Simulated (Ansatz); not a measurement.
# Calculations on Si5P3

**1. Relaxation**

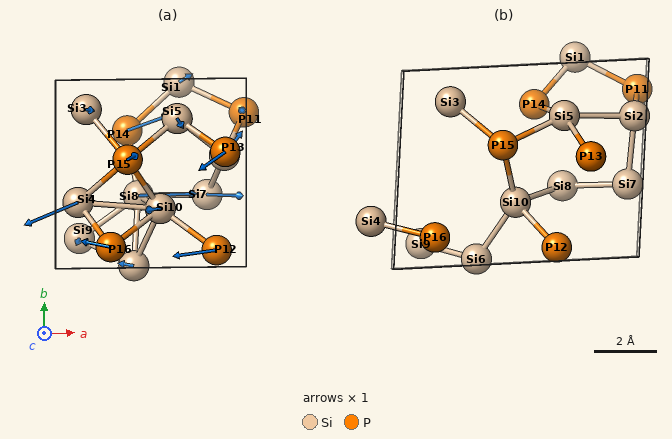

The structure of an amorphous cell of composition Si5P3 (coarse preliminary run) before (left) and after (right) a relaxation, at one scale. The blue arrows give the displacements (the part carried along by the change of the cell is left out), at their true length.

A ball-and-stick model of the cell of the calculation, seen along the c axis.

Case: the quenched liquid.

These are results of Ansatz 0.2.0, DFT PBE, scalar-relativistic, plane waves, PAW, not measurements.

Input file:
```yaml
crystal:
  lattice:
    - [6.215738, 0.034042, -0.011149]
    - [0.034042, 6.143113, 0.028826]
    - [-0.011149, 0.028826, 6.064034]
  atoms:
    - { symbol: Si, position: [0.6478434315, 0.9822918342, 0.1739702401] }
    - { symbol: Si, position: [0.8854550644, 0.5913426315, 0.5279255518] }
    - { symbol: Si, position: [0.1613085509, 0.8424069237, 0.7500602353] }
    - { symbol: Si, position: [0.1178943443, 0.3502198545, 0.720066815] }
    - { symbol: Si, position: [0.6379994463, 0.7892281084, 0.7304819744] }
    - { symbol: Si, position: [0.4106898992, 0.0113486475, 0.4829839945] }
    - { symbol: Si, position: [0.7946829846, 0.3846363902, 0.223201311] }
    - { symbol: Si, position: [0.4339404061, 0.3828388282, 0.351042314] }
    - { symbol: Si, position: [0.1252209899, 0.1590985422, 0.2786396929] }
    - { symbol: Si, position: [0.5496843152, 0.3127947025, 0.7155865302] }
    - { symbol: P, position: [0.9876245316, 0.8186958411, 0.258280996] }
    - { symbol: P, position: [0.8450477009, 0.0892640385, 0.8152654128] }
    - { symbol: P, position: [0.8902038465, 0.6098580041, 0.938662476] }
    - { symbol: P, position: [0.3761361587, 0.7290881827, 0.2605140173] }
    - { symbol: P, position: [0.3779560804, 0.5742647222, 0.9074661491] }
    - { symbol: P, position: [0.2898736513, 0.1117775602, 0.952838212] }
  symmetry: { detect: false }
basis:
  ecutwfc: 420
kpoints:
  mp_grid: { grid: [2, 2, 2], shift: [0.5, 0.5, 0.5] }
hamiltonian:
  xc: pbe
scf:
  occupations: { method: gaussian, width: 0.1 }
  lower_state_search: "off"
output:
  forces: true
  stress: true
  eigenvalues: true
relax:
  adjacent_minimum: "off"
  f_tol: 0.04
  max_steps: 70
  cell: { stress_tol: 0.3 }
```

Launched with:
```bash
ansatz run input.yaml --threads 2 --pin off --max-ram 5120MiB --backend cpu --events-out ev --progress --plain --runs-dir out
```

Q: Summarise the run.

A: After 50 accepted moves (59 points after the start) the energy has fallen by 4.338 eV per cell of the calculation. The largest force component goes from 1.7 to 0.028 eV/Å. Pressure: 14.10 GPa at the start and 0.06 GPa at the end. The line search rejected the trial steps at points 21, 28, 34, 36, 44, 54, 57 of the run. The SCF was repeated twice at an unchanged geometry on a basis and grid sized afresh for the cell, which shifted the energy by 0.112 eV per cell of the calculation at most. The largest moves relative to the cell, 1.98 Å, are those of Si4 and Si8. Si8 goes along [3 0 −1]. Largest moves by element: Si 1.98 Å, P 1.57 Å. Cell: a 6.216 → 8.002 Å (+28.7 %), b 6.143 → 6.466 Å (+5.2 %), c 6.064 → 6.332 Å (+4.4 %), α 89.5° → 89.8°, β 90.2° → 89.0°, γ 89.4° → 84.2°. Volume +40.7 %. Near-neighbour distances that change, for instance: Si4–Si8 2.990 → 7.047 Å, Si8–Si9 2.414 → 4.997 Å, Si4–P15 2.422 → 4.969 Å, P11–P14 2.471 → 4.713 Å. New bonds form: Si4–Si7 (3.62 → 2.33 Å), Si5–P14 (3.30 → 2.45 Å), Si8–P13 (4.04 → 2.39 Å). Bonds break: P14–P15 (2.35 → 3.73 Å), Si10–P16 (2.50 → 3.40 Å), Si3–P12 (2.50 → 4.44 Å), Si3–P13 (2.49 → 4.38 Å). Bond angles that change, for instance: Si10–Si6–P14 165.3° → 104.3°, P12–Si4–P16 76.0° → 128.6°, Si6–Si9–Si7 154.8° → 104.1°. Cost: 2.6 min on 2 threads of Intel(R) Xeon(R) 6975P-C (Granite Rapids), with other jobs on the host, peak memory 0.57 GiB.

Limits of the set-up: the periodic images lie only 6.1 Å apart, so the values are limited by the cell's size.

**2. Dynamics**

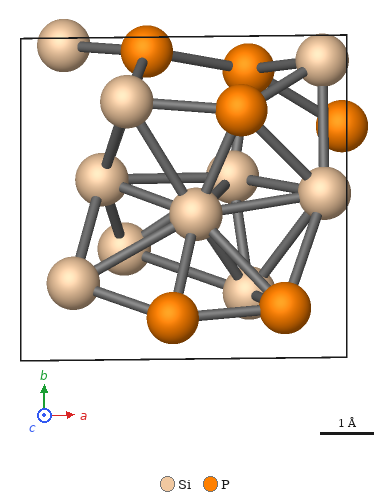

Starting frame of a dynamics run of an amorphous cell of composition Si5P3 (16 atoms in the cell). The picture is a ball-and-stick view of the simulation cell, seen along the c axis. Bonds to atoms that aren't drawn are left out.

All numbers below come from DFT PBE, scalar-relativistic, plane waves, PAW in Ansatz.

Input
```yaml
crystal:
  lattice:
    - [6.215738, 0.034042, -0.011149]
    - [0.034042, 6.143113, 0.028826]
    - [-0.011149, 0.028826, 6.064034]
  atoms:
    - { symbol: Si, position: [0.9241276244, 0.9225458192, 0.6403663542] }
    - { symbol: Si, position: [0.2485465353, 0.5595536656, 0.5117632192] }
    - { symbol: Si, position: [0.3249956628, 0.8004795313, 0.8525971899] }
    - { symbol: Si, position: [0.5369266848, 0.4487100068, 0.7223574194] }
    - { symbol: Si, position: [0.9309914847, 0.509751375, 0.6711064524] }
    - { symbol: Si, position: [0.1609611718, 0.2388304449, 0.7816964938] }
    - { symbol: Si, position: [0.6490133582, 0.5633458835, 0.3606739478] }
    - { symbol: Si, position: [0.3170320551, 0.3435816226, 0.197835069] }
    - { symbol: Si, position: [0.131644373, 0.9769743041, 0.2271088319] }
    - { symbol: Si, position: [0.7008790501, 0.202771008, 0.4769236379] }
    - { symbol: P, position: [0.6978275929, 0.8964351671, 0.2377490221] }
    - { symbol: P, position: [0.8100873312, 0.1549268119, 0.8859835139] }
    - { symbol: P, position: [0.9848565499, 0.7172140931, 0.0341723405] }
    - { symbol: P, position: [0.3862722605, 0.9556276545, 0.5204079933] }
    - { symbol: P, position: [0.6763751068, 0.7701846051, 0.8423584103] }
    - { symbol: P, position: [0.4659938279, 0.1275497661, 0.9337163311] }
  symmetry: { detect: false }
basis:
  ecutwfc: 320
kpoints:
  mp_grid: { grid: [1, 1, 1], shift: [0.25, 0.25, 0.25] }
hamiltonian:
  xc: pbe
scf:
  occupations: { method: fermi_dirac, width: 0.1723 }
  lower_state_search: "off"
  convergence: { dr2_threshold: 1.0e-06 }
output:
  forces: true
  stress: true
md:
  timestep: 3.0
  n_steps: 24
  ensemble: nvt_langevin
  friction: 0.03
  temperature: 2000.0
  initial_velocities: maxwell_boltzmann
  seed: 53341
```

Command:
```bash
ansatz run input.yaml --threads 2 --pin off --max-ram 5120MiB --backend cpu --events-out ev --progress --plain --runs-dir out
```

Question: Predict how the run goes.

Answer: Over the second half the temperature averages 2091 K (spread ±146 K). The potential energy in the second half lies on average 205 meV per atom below the first frame. The mean pressure there is 15.3 GPa. Root-mean-square distances from the starting positions over the second half, with the common drift of all atoms taken out: P 0.56 Å, Si 0.49 Å. The run lasts only 72 fs, too short to tell vibration from diffusion. Bond changes: 2 P–Si bonds form between 30 fs and 69 fs; one P–Si bond breaks at about 51 fs; one P–P bond forms at about 54 fs; one Si–Si bond breaks at about 57 fs.

Along the run (each row but the first and the last is the mean over the interval that it begins):

```
time (fs)  potential energy (meV/atom)  T (K)  p (GPa)
      0.0                          0.0   1875     19.7
      9.0                        -68.7   1991     17.8
     18.0                       -120.6   2519     16.5
     27.0                       -183.6   2265     14.7
     36.0                       -207.6   2004     14.4
     45.0                       -206.7   2164     14.9
     54.0                       -224.3   2233     15.3
     63.0                       -192.7   2044     16.3
     72.0                       -175.0   1847     16.5
```

The paths of the atoms:

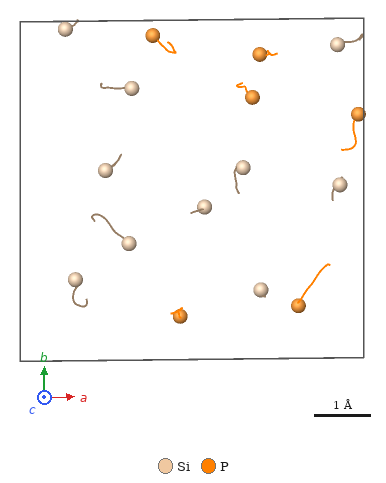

Limits of the set-up: the cutoff lies below the recommended one; the periodic images lie only 6.1 Å apart, so the values are limited by the cell's size.

Cost: 15 s on 2 threads of Intel(R) Xeon(R) 6975P-C (Granite Rapids), with other jobs on the host, peak memory 0.4 GiB.

**3. Dynamics**

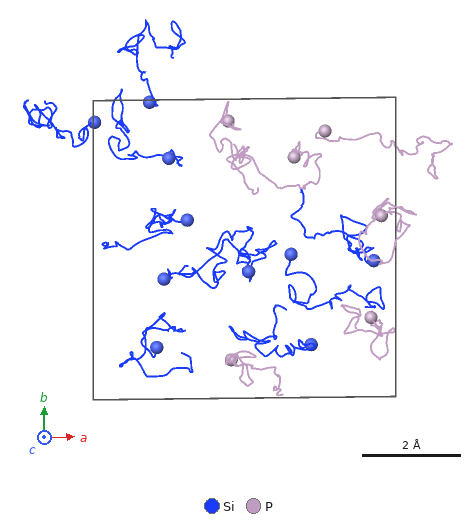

Molecular dynamics of an amorphous cell of composition Si5P3 (16 atoms in the cell), 750 fs long. Lines trace each atom's path, in the colour of its element; spheres stand at the starting positions. Seen along the c axis in the simulation cell.

All numbers below come from Ansatz 0.2.0, DFT PBE, scalar-relativistic, plane waves, PAW. Run with plane-wave cutoff 420 eV; k-point mesh 1 × 1 × 1; Fermi-Dirac smearing 0.172 eV; set temperature 2000 K; time step 3 fs.

Input file:
```yaml
crystal:
  lattice:
    - [6.215738, 0.034042, -0.011149]
    - [0.034042, 6.143113, 0.028826]
    - [-0.011149, 0.028826, 6.064034]
  atoms:
    - { symbol: Si, position: [0.0048645623, 0.9275996048, 0.4990907558] }
    - { symbol: Si, position: [0.3110249434, 0.5973083826, 0.523021103] }
    - { symbol: Si, position: [0.2501397876, 0.8044256734, 0.860210744] }
    - { symbol: Si, position: [0.513907126, 0.4225289458, 0.8061807168] }
    - { symbol: Si, position: [0.9272745649, 0.4549732624, 0.6484938249] }
    - { symbol: Si, position: [0.2102808633, 0.17281068, 0.7627963442] }
    - { symbol: Si, position: [0.6540521153, 0.4792202084, 0.2631970338] }
    - { symbol: Si, position: [0.2341670635, 0.4009118141, 0.1827875705] }
    - { symbol: Si, position: [0.1863523021, 0.9926814487, 0.2014010872] }
    - { symbol: Si, position: [0.7205592796, 0.1765459394, 0.4922699167] }
    - { symbol: P, position: [0.7659409316, 0.8900085929, 0.2056442476] }
    - { symbol: P, position: [0.9178731073, 0.2652683223, 0.9821455516] }
    - { symbol: P, position: [0.9523793308, 0.604745697, 0.9940751306] }
    - { symbol: P, position: [0.4462672995, 0.927030746, 0.4762900184] }
    - { symbol: P, position: [0.6641766661, 0.8041719187, 0.8238216503] }
    - { symbol: P, position: [0.456605965, 0.128587976, 0.0053194979] }
  symmetry: { detect: false }
basis:
  ecutwfc: 420
kpoints:
  mp_grid: { grid: [1, 1, 1], shift: [0.25, 0.25, 0.25] }
hamiltonian:
  xc: pbe
scf:
  occupations: { method: fermi_dirac, width: 0.1723 }
  lower_state_search: "off"
  convergence: { dr2_threshold: 1.0e-06 }
output:
  forces: true
  stress: true
md:
  timestep: 3.0
  n_steps: 250
  ensemble: nvt_langevin
  friction: 0.03
  temperature: 2000.0
  initial_velocities: maxwell_boltzmann
  seed: 53342
```

Launched with:
```bash
ansatz run input.yaml --threads 2 --pin off --max-ram 5120MiB --backend cpu --events-out ev --progress --plain --runs-dir out
```

What do the traces tell about the motion?

In the second half of the run the atoms are, in the root-mean-square, this far from where they began (common drift taken out): Si 1.43 Å, P 1.26 Å. That is a large part of the typical shortest distance between atoms in the first frame, about 2.2 Å and still growing: the atoms leave their places as in a liquid. Bond changes: 23 P–Si bonds break between 33 fs and 663 fs; 21 Si–Si bonds form between 87 fs and 726 fs; 5 P–P bonds form between 90 fs and 666 fs; 7 P–Si contacts open and close in turn; 20 Si–Si bonds break between 114 fs and 684 fs. Over the second half the temperature averages 2050 K (spread ±361 K). The potential energy in the second half lies on average 23.2 meV per atom below the first frame. The mean pressure there is 18.9 GPa.

Limits of the set-up: the periodic images lie only 6.1 Å apart, so the values are limited by the cell's size.

Cost: 2.7 min on 2 threads of Intel(R) Xeon(R) 6975P-C (Granite Rapids), on a shared host, peak memory 0.45 GiB.
